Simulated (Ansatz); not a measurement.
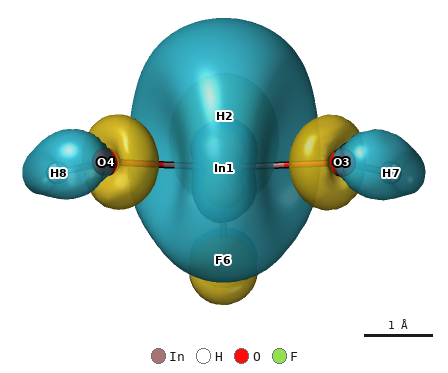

Figure. FH4InO2. The LUMO at ±0.1 Å⁻³ᐟ² (yellow and cyan are the two phases), seen from one side.

A transition-state structure; geometry: PBE0-D4/def2-TZVP; core potentials replace the inner electrons of In.

Theory: RKS PBE0-D4/def2-TZVPP in Ansatz.

```xyz
8

In   -0.3246   -0.1124   -0.2342
H     1.4691   -0.6949    0.3878
O    -0.3428    0.5315   -2.0834
O    -1.8057   -1.0048    0.6847
H     1.3808    0.1893    0.8354
F     0.7839    1.2116    1.0915
H     0.4559    1.0200   -2.2987
H    -1.6166   -1.1403    1.6168
```

What is the character of this orbital?

Answer. It lies mainly on In1 (about 50 %), O3 (about 15 %), O4 (about 15 %) and H2 (about 5 %). Its energy is −1.93 eV.
